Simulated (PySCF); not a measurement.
Input file:

```
{"job": {"kind": "uv", "xc": "CAM-B3LYP", "basis": "def2-SVPD", "nstates": 8, "ntriplets": 3}, "charge": 0, "multiplicity": 1}
C     -1.788037     0.748720     0.072546
C     -0.743328    -0.343156    -0.078715
O      0.544553     0.233859     0.049915
Si     2.023906    -0.311506     0.000970
F      2.951415     0.938369     0.233148
F      2.449086    -0.989939    -1.365404
F      2.380687    -1.395484     1.099031
H     -1.695423     1.220999     1.046777
H     -1.649830     1.505996    -0.694368
H     -2.782037     0.321238    -0.023368
H     -0.821499    -0.821188    -1.060108
H     -0.868294    -1.108596     0.693548
```

Launched as:

```sh
OMP_NUM_THREADS=1 python probes_run.py task.json out
```

Geometry: GFN2-xTB.

These are results of CAM-B3LYP/def2-SVPD, SCF density, gas phase (PySCF), not measurements.

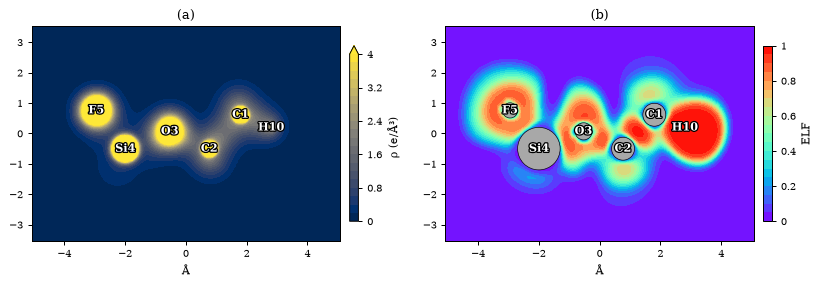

C₂H₅F₃OSi (SMILES CCO[Si](F)(F)F). (a) electron density; (b) electron localisation function on the plane of atoms O3, Si4 and F5. Grey discs cover the atomic cores in the ELF map.

Question: Describe what can be read from this map.

Answer: The plane passes through C, O, Si, F and H nuclei.
C–O (1.42 Å): ρ at the midpoint is about 2 e/Å³, with its minimum of 1.6 e/Å³ about 0.5 Å from C; the ELF peaks at about 0.90 between the atoms; a polar covalent bond.
C–C (1.52 Å): ρ at the midpoint is about 1.7 e/Å³; the ELF peaks at about 0.95 between the atoms; a covalent bond.
Si–F (1.57 Å): ρ at the midpoint is about 1.1 e/Å³; the ELF peaks at about 0.85 in the valence shell of F, 0.6 Å from its nucleus, and is about 0.45 at the midpoint.
Si–O (1.58 Å): the density is about 1.3 e/Å³ at the midpoint; the ELF peaks at about 0.90 between the atoms (a short, strongly polar bond).
C–H (1.09 Å): ρ at the midpoint is about 2 e/Å³; the ELF climbs to about 1 towards the hydrogen, as it does in any bond to H: an ordinary covalent bond to hydrogen.
The ELF also peaks beside O3 and F5, away from the bonds: lone-pair regions.
